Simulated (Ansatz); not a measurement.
# ClH5N3Ta (SMILES [NH]=[Ta]([NH2])([NH2])[Cl]): what the fields show

```json
{"atom": "Cl", "x (Å)": "1.6809", "y (Å)": "1.5488", "z (Å)": "-1.6295"}
{"atom": "N", "x (Å)": "-1.4719", "y (Å)": "0.2154", "z (Å)": "-1.0885"}
{"atom": "N", "x (Å)": "0.7320", "y (Å)": "-1.6056", "z (Å)": "-0.2693"}
{"atom": "N", "x (Å)": "-0.1086", "y (Å)": "1.0649", "z (Å)": "1.4143"}
{"atom": "Ta", "x (Å)": "0.1409", "y (Å)": "0.2784", "z (Å)": "-0.3832"}
{"atom": "H", "x (Å)": "-2.3419", "y (Å)": "0.2666", "z (Å)": "-1.6041"}
{"atom": "H", "x (Å)": "1.5896", "y (Å)": "-1.8993", "z (Å)": "0.1949"}
{"atom": "H", "x (Å)": "0.2110", "y (Å)": "-2.4248", "z (Å)": "-0.5658"}
{"atom": "H", "x (Å)": "-0.9839", "y (Å)": "1.3711", "z (Å)": "1.8273"}
{"atom": "H", "x (Å)": "0.6350", "y (Å)": "1.1334", "z (Å)": "2.1068"}
```

Geometry: PBE0-D4/def2-SVP; core potentials replace the inner electrons of Ta.

Level of theory: Ansatz, isolated molecule in a Gaussian basis; Kohn-Sham density functional theory, functional PBE0.

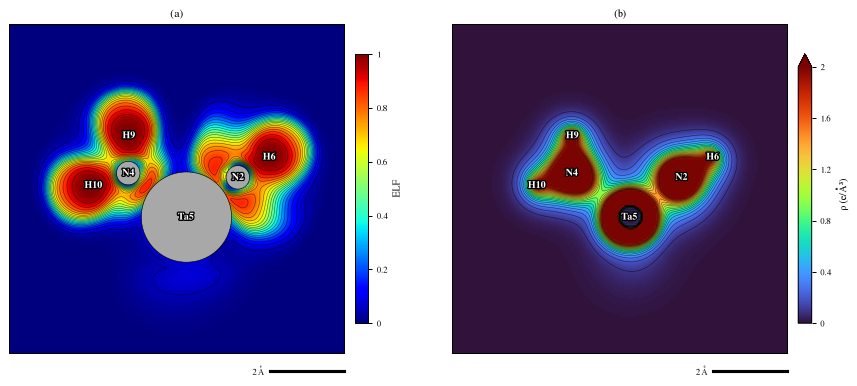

Figure 1. (a) electron localisation function; (b) electron density on the plane of atoms N2, Ta5 and N4. Grey discs cover the atomic cores in the ELF map.

> Interpret the plot.

The section cuts through N, Ta and H sites.
Ta–N (1.76 Å): ρ at the midpoint is about 1.5 e/Å³; the ELF peaks at about 0.75 in the valence shell of N, 0.6 Å from its nucleus, and is about 0.30 at the midpoint.
N–H (1.01 Å): ρ at the midpoint is about 2.9 e/Å³; the ELF climbs to about 1 towards the hydrogen, as it does in any bond to H (an ordinary covalent bond to hydrogen).
Ta–N (1.98 Å): ρ at the midpoint is about 0.95 e/Å³; the ELF peaks at about 0.90 in the valence shell of N, 0.6 Å from its nucleus, and is about 0.30 at the midpoint.

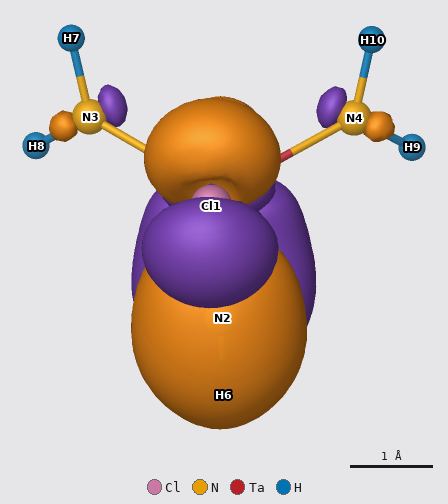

Figure 2. The HOMO−1 at ±0.1 Å⁻³ᐟ² (orange and purple are the two phases), seen across its widest extent.

> Where does this orbital lie, and at what energy?

It lies mainly on N2 (about 55 %), Ta5 (about 20 %) and Cl1 (about 15 %). Its energy is −7.81 eV.

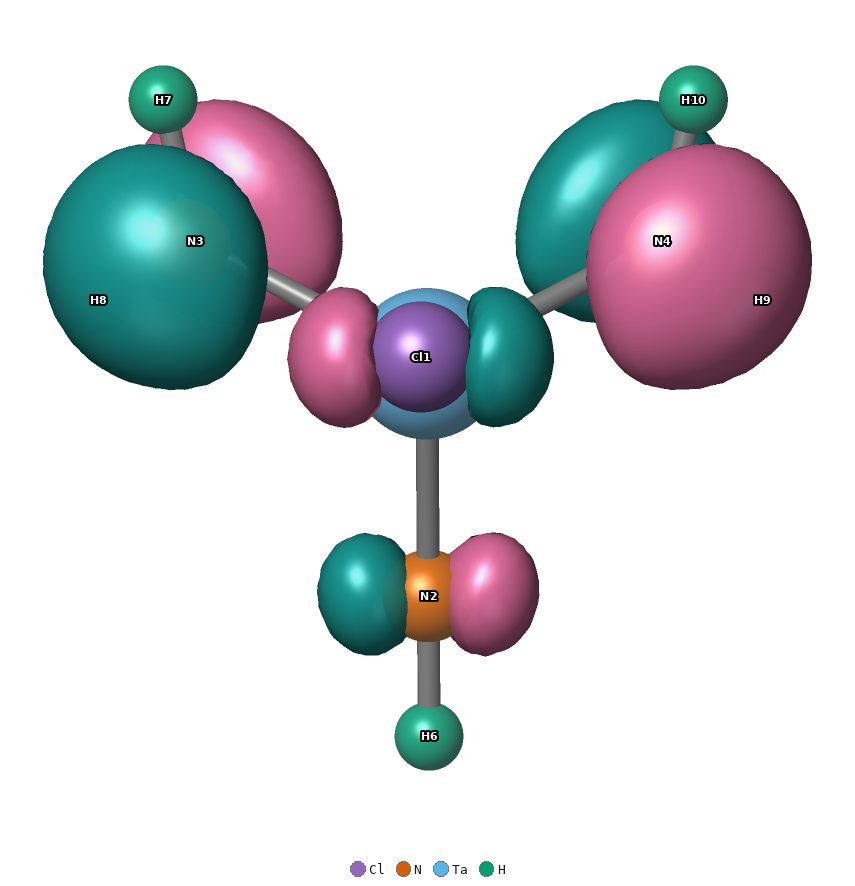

Figure 3. The HOMO at ±0.15 Å⁻³ᐟ² (teal and pink are the two phases), seen across its widest extent.

> Where does this orbital lie, and at what energy?

It lies mainly on N4 (about 35 %), N3 (about 35 %), Ta5 (about 10 %) and Cl1 (about 5 %); largely a combination of lone pairs on N4, N3 and Cl1. Its energy is −7.52 eV.
